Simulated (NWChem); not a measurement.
# CH3AlCl (SMILES [CH3][Al][Cl]) at UCCSD/DGauss-DZVP

Aim: the vertical ionisation energy of CH3AlCl at UCCSD/DGauss-DZVP, from 2 runs. 

Program for the calculation: NWChem 7.3.0.

### Step 1. The molecule

CH3AlCl has 6 atoms, charge 0, and is taken as a doublet. SMILES: `[CH3][Al][Cl]`. The shape is that of a PBE0-D4/def2-TZVP optimisation.

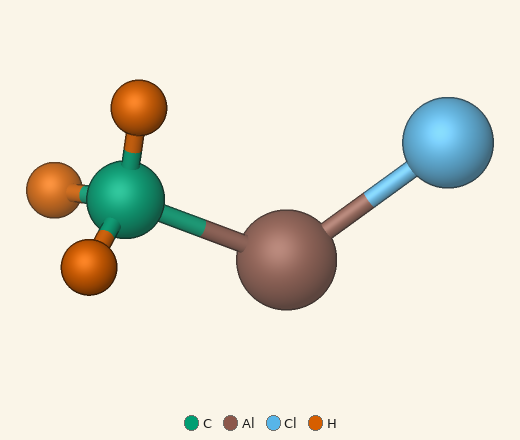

The structure, seen from a chosen angle (carbon teal, aluminium brown, chlorine blue, hydrogen orange).

### Step 2. A single-point energy at UCCSD/DGauss-DZVP

geom.nw

```
start geom
memory stack 880 mb heap 220 mb global 1100 mb
charge 0

geometry units angstroms noautosym nocenter noautoz
  C     -0.441400     0.449000    -0.287200
  Al     0.123100    -1.352900     0.254500
  Cl     2.028600    -1.546300     1.168800
  H      0.335300     1.177300    -0.041400
  H     -1.368200     0.727800     0.222100
  H     -0.635200     0.481000    -1.363100
end

basis spherical bse
  C library DGauss-DZVP
  Al library DGauss-DZVP
  Cl library DGauss-DZVP
  H library DGauss-DZVP
end

scf
  doublet
  uhf
  thresh 1e-08
  maxiter 80
  noprint "final vectors analysis"
end

tce
  scf
  ccsd
  freeze core 11
  maxiter 60
end

task tce
```

Started as:

```
$ nwchem geom.nw > geom.out
```

The log of the run:

```text
[...]
  functions       =    56
[...]
  wavefunction    = UHF
[...]
         Total SCF energy =   -740.959346819825
      One electron energy =  -1256.245289100815
      Two electron energy =    399.135596823970
 Nuclear repulsion energy =    116.150345457020
                       Sz =      0.5000
                 Sz(Sz+1) =      0.7500
                      S^2 =      0.7553
[...]
         Wavefunction type : Unrestricted Hartree-Fock
          No. of electrons :    39
[...]
         Spin multiplicity : doublet
[...]
 CCSD total energy / hartree       =      -741.289659859172616
[...]
```

It took 11 s on 1 thread of Intel Xeon 6975P-C (Granite Rapids), shared host; peak memory 0.27 GiB.

### Step 3. The singlet cation at the same level

struct.nw

```
start struct
memory 2200 mb
charge 1

geometry units angstrom noautosym nocenter noautoz
 C    -0.441400    0.449000   -0.287200
 Al    0.123100   -1.352900    0.254500
 Cl    2.028600   -1.546300    1.168800
 H     0.335300    1.177300   -0.041400
 H    -1.368200    0.727800    0.222100
 H    -0.635200    0.481000   -1.363100
end

basis "ao basis" spherical bse
 * library DGauss-DZVP
end

scf
 thresh 1e-08
 maxiter 80
 print low
end

ccsd
 freeze core 11
 maxiter 60
end

task ccsd
```

Started as:

```
$ nwchem struct.nw > struct.out
```

The log of the run:

```text
[...]
  functions       =    56
[...]
  wavefunction    = RHF
[...]
         Total SCF energy =   -740.673078147909
      One-electron energy =  -1247.080019522702
      Two-electron energy =    390.256595917774
 Nuclear repulsion energy =    116.150345457020
        Time for solution =      4.7s
[...]
 Total MP2 energy:           -740.974352742985275
[...]
             energy      energy      error      ampl     ampl      Block
                                                time     time      time
[...]
 Total CCSD energy:           -741.006959539813124
[...]
```

Run time: 21 s. Hardware: 1 thread of Intel Xeon 6975P-C (Granite Rapids), shared host; peak memory 0.11 GiB.

### Step 4. Results

Level: UCCSD/DGauss-DZVP, 11 core orbitals frozen.

| quantity | value |
| --- | --- |
| doublet CH3AlCl: total energy | -741.28966 Eh |
| doublet CH3AlCl: correlation energy (11 core orbitals frozen) | -330.3 mEh |
| doublet CH3AlCl: ⟨S²⟩ of the reference determinant | 0.755 |
| singlet cation: total energy | -741.00696 Eh |
| singlet cation: correlation energy (11 core orbitals frozen) | -333.9 mEh |
| vertical ionisation energy (to the singlet cation) | 7.693 eV |

What this shows: The vertical ionisation energy comes to 7.69 eV (177 kcal/mol). Only the singlet of the ionised species was computed; a triplet could lie lower.
